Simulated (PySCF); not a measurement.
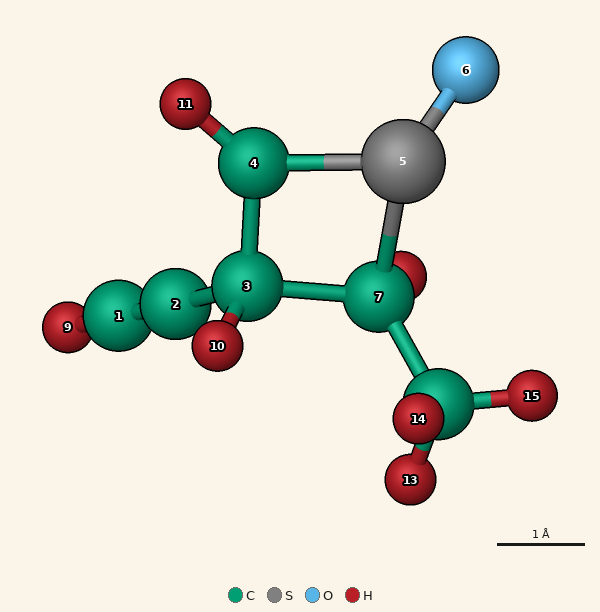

Fig. 1: The structure (ball-and-stick view, seen at a tilt; atoms are numbered from 1 in the order of the input). Bond lengths as drawn: C–C 1.20 to 1.54 Å, C–H 1.05 to 1.10 Å, C–S 1.76 to 1.89 Å and O–S 1.46 Å.

**EPR calculation, with input and output: C6H7OS**

C6H7OS, multiplicity 2, computed with UKS B3LYP, pcH-1 on C H O S, non-relativistic, mean-field spin-orbit, GIAO (PySCF 2.14.0).

It belongs to a series of runs on one base structure; here: H removed from sp3 C.

### Input file
```
{"job": {"kind": "epr", "basis": "pcH-1"}, "charge": 0, "multiplicity": 2}
C      2.074486     2.055929    -0.582776
C      1.215922     1.402949    -0.064330
C      0.207374     0.559334     0.550507
C      0.744967    -0.407951     1.541850
S     -0.227775    -1.783349     1.043622
O      0.564782    -2.964108     0.704460
C     -0.375039    -0.530222    -0.370200
C     -1.769923    -0.323285    -0.902866
H      2.816014     2.644082    -1.035319
H     -0.578792     1.215371     0.955307
H      1.356165    -0.231947     2.404059
H      0.330815    -0.815692    -1.149193
H     -1.785813     0.504689    -1.611099
H     -2.460812    -0.098836    -0.092065
H     -2.116783    -1.218974    -1.413870
```

The first line tells a small driver script what to run in PySCF; the rest is the geometry in Å.

Machine: 1 CPU thread, shared host.

Command:
```bash
OMP_NUM_THREADS=1 python <driver script> task.json out
```

### The program's output
```
UKS, coarse grid
  cycle   1  E = -705.87890581  |g| = 7.28e-01
  cycle   2  E = -703.93504638  |g| = 2.07e+00
  cycle   3  E = -706.00851875  |g| = 3.68e-01
  cycle   4  E = -706.07267333  |g| = 1.47e-01
  cycle   5  E = -706.08062416  |g| = 8.28e-02
  cycle   6  E = -706.08357061  |g| = 2.67e-02
  cycle   7  E = -706.08391258  |g| = 8.81e-03
  cycle   8  E = -706.08396544  |g| = 2.83e-03
  cycle   9  E = -706.08397389  |g| = 1.65e-03
  cycle  10  E = -706.08397582  |g| = 6.39e-04
UKS, final grid
  cycle   1  E = -706.08396559  |g| = 1.12e-03
  cycle   2  E = -706.08396338  |g| = 2.61e-03
  cycle   3  E = -706.08396626  |g| = 2.52e-04
  cycle   4  E = -706.08396629  |g| = 7.74e-05
  cycle   5  E = -706.08396630  |g| = 9.38e-05
  cycle   6  E = -706.08396631  |g| = 2.40e-05
E = -706.08396631 Eh   <S^2> = 0.7560 (exact 0.7500)
g shifts (ppm)      1          2          3
  rmc          -157       -157       -157
  gc             10         22         71
  oz_so       -1067       -135       1455
  total       -1214       -270       1369
hyperfine (MHz)  atom isotope    a_iso     a_fc   dipolar eigenvalues
    0   13C       4.44       4.43     -2.05      0.28      1.77
    1   13C      73.95      73.96     -3.09     -2.76      5.86
    2   13C     -26.80     -26.81     -2.43      0.26      2.17
    3   13C     115.90     115.79    -74.88    -73.21    148.09
    4   33S      36.54      36.58     -7.73     -5.14     12.86
    5   17O      -4.41      -4.36    -21.67      9.57     12.11
    6   13C      41.83      41.85     -3.97     -2.27      6.23
    7   13C      -2.72      -2.72     -0.72     -0.58      1.30
    8    1H       0.95       0.95     -1.12     -0.69      1.82
    9    1H     106.60     106.60     -4.97     -2.83      7.79
   10    1H     -50.32     -50.37    -34.79     -1.58     36.37
   11    1H      -6.17      -6.17     -3.90     -2.55      6.45
   12    1H       2.51       2.51     -1.28     -0.73      2.00
   13    1H      -0.04      -0.04     -1.50     -1.32      2.82
   14    1H       0.03       0.03     -1.30     -0.87      2.17
```

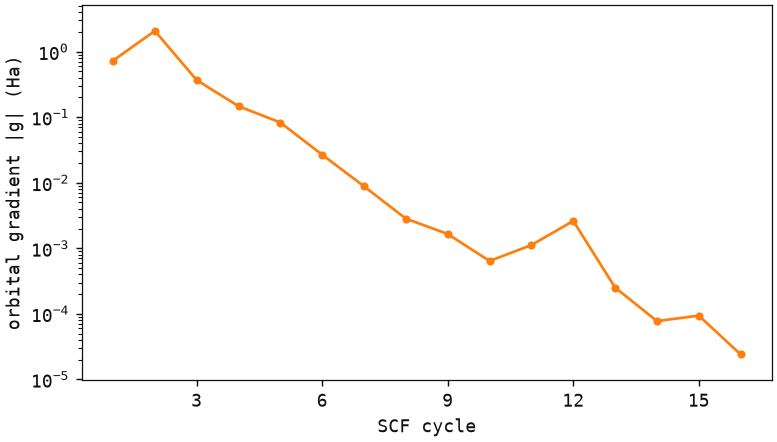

Fig. 2: Convergence of the self-consistent field: orbital gradient |g| against the SCF cycle. All cycles printed in the log are drawn one after another.

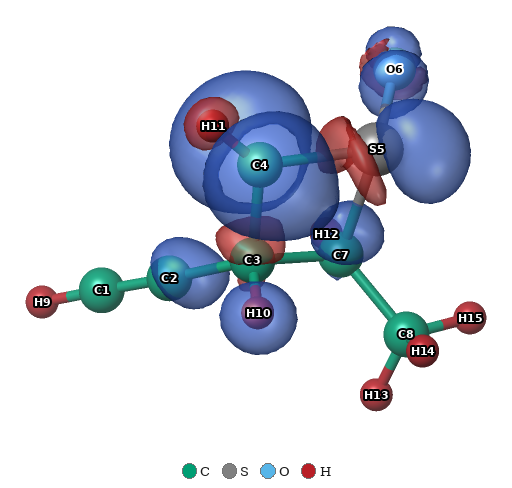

Fig. 3: Isosurfaces of the spin density (α minus β) at +0.015 (blue) and −0.015 e/Å³ (red), seen at a tilt. The unpaired spin (1 electron) lies mostly on C4 (about 0.6) and S5 (about 0.1), in electrons by Hirshfeld's partition.

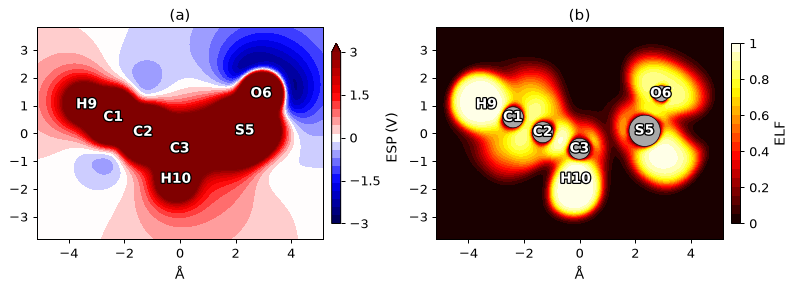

Fig. 4: (a) electrostatic potential; (b) electron localisation function on the plane of atoms C2, C3 and H10. Grey discs, where drawn, cover atomic cores. C–C (1.20 Å): the ELF peaks at about 0.85 between the atoms (a double or triple bond). C–H (1.05 Å): the ELF climbs to about 1 towards the hydrogen, as it does in any bond to H; a covalent bond by its length.

### Key numbers

| quantity | value |
| --- | --- |
| outcome | converged |
| total energy | −706.083966 hartree |
| ⟨S²⟩ | 0.756 |
| isotropic g | 2.0023 |
| wall time | 82 s |
| peak memory | 1 GiB |
